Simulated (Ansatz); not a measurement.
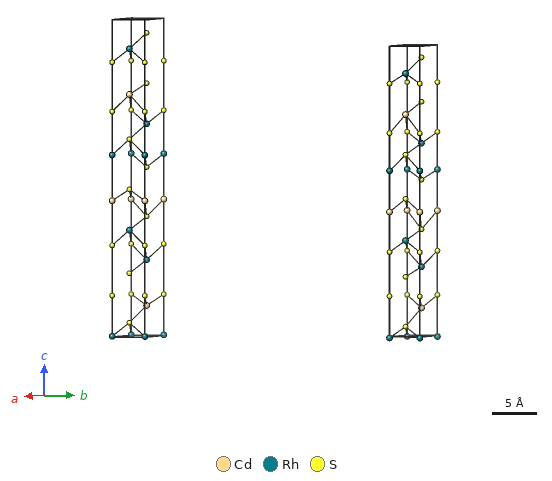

Two geometries of solid CdRh2S4 (built on the GeSb2Te4-160 type type), drawn at one scale. One is the start of a relaxation, the other its converged end. The picture is a ball-and-stick view of the conventional cell (3 times the calculation's cell), seen from a free direction. Lengths and directions refer to the drawn axes.

Level of theory: DFT, PBEsol, plane waves, PAW (Ansatz 0.2.0). (plane-wave cutoff 420 eV; k-point mesh 6 × 6 × 6; occupations fermi dirac; smearing width 0.03 eV; no spin polarisation; cell and atoms relaxed; force threshold 0.01 eV/Å; at most 120 steps)

Q: Which geometry has the lower energy?

A: The right one is the relaxed one. The energy falls by 490 meV per atom in 7 accepted moves (8 points after the start). The largest force component goes from 3.2 to 0.0087 eV/Å. The pressure goes from −17.36 to 0.02 GPa. At 1 point the geometry stayed and the basis and grid were re-selected for the new cell (energy shift of 0.9 meV per atom at most each time). The largest move relative to the cell is that of an S atom, 0.33 Å along −c. Largest moves by element: S 0.33 Å, Rh 0.19 Å, Cd 0.01 Å. Cell: a = b 3.771 → 3.494 Å (−7.3 %), c 36.483 → 33.423 Å (−8.4 %). Volume −21.4 %. Among the contacts that change: Rh–S 2.765 → 2.385 Å, Rh–S 2.641 → 2.302 Å, Rh–S 2.654 → 2.373 Å, Rh–S 2.805 → 2.699 Å. Bond angles that change, for instance: Rh–S–Rh 179.0° → 170.6°, S–Rh–S 175.4° → 167.2°, Rh–S–Rh 86.0° → 94.2°. The space group stays R3m (No. 160).
